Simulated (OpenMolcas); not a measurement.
# One shape, several levels: triplet BSiH4O2F

Wanted: a comparison of 6 runs (UHF/STO-3G, UB3LYP/6-31G*, UB3LYP/def2-SVP, UBLYP/def2-SVP, UPBE/def2-SVP, UTPSS/def2-SVP) of triplet BSiH4O2F. 

The results are computed with OpenMolcas 26.06.

**1. The structure to begin with**

The species is BSiH4O2F (9 atoms), meant as a triplet with charge 0. As SMILES of the parent species, `O[SiH2]B(O)F`. Geometry: relaxed at PBE0-D4/def2-TZVP. This is one conformer, not always the lowest. That shape belongs to the parent species and isn't relaxed for this state.

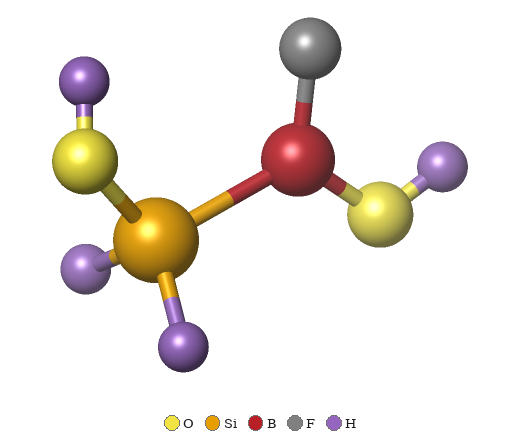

The structure, seen from a chosen angle (oxygen yellow, silicon amber, boron red, fluorine grey, hydrogen purple).

**2. The energy at UHF/STO-3G (run 1)**

Input file calc.inp:

```
&GATEWAY
  BasLib
  $CurrDir
  Coord
  9
  bohr
  O      2.17790936     1.22851095     3.21820359
  Si     1.58283460    -0.83110155     0.94524101
  B     -1.32564288     0.36660687    -1.26781726
  O     -1.82925489    -0.72111949    -3.51300087
  F     -2.81285734     2.26181320    -0.47318742
  H      0.75778018     2.07510826     3.95500781
  H      3.95576370    -1.09566321    -0.52553284
  H      0.93220190    -3.36673606     1.99611771
  H     -3.27168284    -0.00491329    -4.36734605
  Basis
  STO-3G
  Group
  NoSym

&SEWARD

&SCF
  UHF
  Spin
  3
  Thresholds
  1e-10 1e-07 1e-07 1e-05
  PrOrbitals
  1 2
```

The basis set STO-3G is read from a file made from the Basis Set Exchange's data (not shown).

Command:

```console
$ export MOLCAS_MEM=1860
$ pymolcas calc.inp > calc.log
```

What it wrote:

```text
--- Start Module: gateway ---
[...]
--- Stop Module: gateway /rc=_RC_ALL_IS_WELL_ ---
--- Start Module: seward ---
[...]
      Basis functions           33
--- Stop Module: seward /rc=_RC_ALL_IS_WELL_ ---
--- Start Module: scf ---
[...]
       Convergence after  23 Iterations
[...]
::    Total SCF energy                               -557.8730412067
[...]
      Total spin, S                                     1.0037629076
[...]
      Total electronic charge=   48.000000
      Total            charge=   -0.000000
[...]
      Dipole Moment (debye):
      Origin of the operator (angstrom)=   -0.0888    0.1658   -0.0009
                   X=  6.4642E-01               Y= -2.5633E-01               Z=  2.0951E+00           Total=  2.2075E+00
      Quadrupole Moment (debye*angstrom):
[...]
--- Stop Module: scf /rc=_RC_ALL_IS_WELL_ ---
[...]
```

It took 1.4 s on 1 thread of Intel Xeon 6975P-C (Granite Rapids), shared host; peak memory 0.37 GiB.

**3. The energy at UB3LYP/6-31G(d) (spherical functions) (run 2)**

Input file run.input:

```
>>> EXPORT MOLCAS_PRINT=2

&GATEWAY
 BasLib=$CurrDir
 Coord
 9
 bohr
 O      2.17790936     1.22851095     3.21820359
 Si     1.58283460    -0.83110155     0.94524101
 B     -1.32564288     0.36660687    -1.26781726
 O     -1.82925489    -0.72111949    -3.51300087
 F     -2.81285734     2.26181320    -0.47318742
 H      0.75778018     2.07510826     3.95500781
 H      3.95576370    -1.09566321    -0.52553284
 H      0.93220190    -3.36673606     1.99611771
 H     -3.27168284    -0.00491329    -4.36734605
 Basis=6-31Gs
 Group=NoSym

&SEWARD
 GridInput
 Grid=UltraFine
 End of Grid

&SCF
 UHF
 Spin=3
 KSDFT=B3LYP
 Thresholds=1e-10 1e-07 1e-07 1e-05
 PrOrbitals=1 2
```

The basis set 6-31G* is read from a file made from the Basis Set Exchange's data (not shown).

Command:

```console
$ export MOLCAS_MEM=1860
$ pymolcas run.input > run.log
```

What it wrote:

```text
--- Start Module: gateway ---
[...]
--- Stop Module: gateway /rc=_RC_ALL_IS_WELL_ ---
--- Start Module: seward ---
[...]
      Basis functions           82
--- Stop Module: seward /rc=_RC_ALL_IS_WELL_ ---
[...]
--- Start Module: scf ---
[...]
       Convergence after  24 Iterations
[...]
::    Total KS-DFT energy                            -566.9559039132
[...]
      Total spin, S                                     1.0013409421
[...]
      Total electronic charge=   48.000000
      Total            charge=   -0.000000
[...]
      Dipole Moment (debye):
      Origin of the operator (angstrom)=   -0.0888    0.1658   -0.0009
                   X= -7.7964E-01               Y=  6.3490E-02               Z=  1.0352E+00           Total=  1.2975E+00
      Quadrupole Moment (debye*angstrom):
[...]
--- Stop Module: scf /rc=_RC_ALL_IS_WELL_ ---
[...]
```

Run time: 45 s. Hardware: 1 thread of Intel Xeon 6975P-C (Granite Rapids), shared host; peak memory 0.46 GiB.

Runs 3 to 5 aren't shown in full; the table further down has their settings and results.

**4. The energy at UTPSS/def2-SVP (run 6)**

Input file struct.xyz:

```xyz
9

O      1.152500     0.650100     1.703000
Si     0.837600    -0.439800     0.500200
B     -0.701500     0.194000    -0.670900
O     -0.968000    -0.381600    -1.859000
F     -1.488500     1.196900    -0.250400
H      0.401000     1.098100     2.092900
H      2.093300    -0.579800    -0.278100
H      0.493300    -1.781600     1.056300
H     -1.731300    -0.002600    -2.311100
```

Input file mol.inp:

```
* BFH4O2Si Kohn-Sham DFT
&GATEWAY
BasLib = $CurrDir
Coord = struct.xyz
Basis = def2-SVP
Group = NoSym
&SEWARD
GridInput
Grid=UltraFine
End of Grid
&SCF
UHF
Spin = 3
KSDFT = 2
1.0 MGGA_X_TPSS
1.0 MGGA_C_TPSS
Thresholds = 1e-10 1e-07 1e-07 1e-05
PrOrbitals = 1 2
```

The basis set def2-SVP is read from a file made from the Basis Set Exchange's data (not shown).

Command:

```console
$ export MOLCAS_MEM=1860
$ pymolcas mol.inp > mol.log
```

What it wrote:

```text
--- Start Module: gateway ---
[...]
--- Stop Module: gateway /rc=_RC_ALL_IS_WELL_ ---
--- Start Module: seward ---
[...]
      Basis functions           94
--- Stop Module: seward /rc=_RC_ALL_IS_WELL_ ---
[...]
--- Start Module: scf ---
[...]
       Convergence after  27 Iterations
[...]
::    Total KS-DFT energy                            -566.7318930476
[...]
      Total spin, S                                     1.0013832185
[...]
      Total electronic charge=   48.000000
      Total            charge=   -0.000000
[...]
      Dipole Moment (debye):
      Origin of the operator (angstrom)=   -0.0888    0.1658   -0.0009
                   X= -8.2629E-01               Y=  1.9971E-01               Z=  9.9013E-01           Total=  1.3050E+00
      Quadrupole Moment (debye*angstrom):
[...]
--- Stop Module: scf /rc=_RC_ALL_IS_WELL_ ---
[...]
```

Run time: 77 s. Hardware: 1 thread of Intel Xeon 6975P-C (Granite Rapids), shared host; peak memory 0.52 GiB.

**5. The series**

| run | level | integration grid | energy (Eh) | dipole moment (D) | HOMO energy (eV) | ⟨S²⟩ | wall time |
| --- | --- | --- | --- | --- | --- | --- | --- |
| 1 | UHF/STO-3G | – | -557.873041 | 2.21 | -1.67 | 2.011 | 1.4 s |
| 2 | UB3LYP/6-31G* (spherical functions) | UltraFine | -566.955904 | 1.30 | -2.28 | 2.004 | 45 s |
| 3 | UB3LYP/def2-SVP | UltraFine | -566.698367 | 1.19 | -2.55 | 2.004 | 49 s |
| 4 | UBLYP/def2-SVP | UltraFine | -566.624727 | 1.34 | -1.43 | 2.003 | 53 s |
| 5 | UPBE/def2-SVP | UltraFine | -566.236359 | 1.33 | -1.70 | 2.003 | 48 s |
| 6 | UTPSS/def2-SVP | UltraFine | -566.731893 | 1.30 | -1.81 | 2.004 | 77 s |

**6. What came out**

```
                                 quantity          value
                      run 6: total energy  -566.73189 Eh
                     run 6: dipole moment         1.30 D
run 6: HOMO energy (highest over α and β)       -1.81 eV
                              run 6: ⟨S²⟩          2.004
```

In words: The dipole moment (its size) runs from 1.19 D (UB3LYP/def2-SVP) to 2.21 D (UHF/STO-3G). The two ends differ in method and basis. Totals of different functionals can't be ranked against each other. In run 1 the basis is minimal, so the values are rough. All runs together took 4.6 min, the longest 77 s.
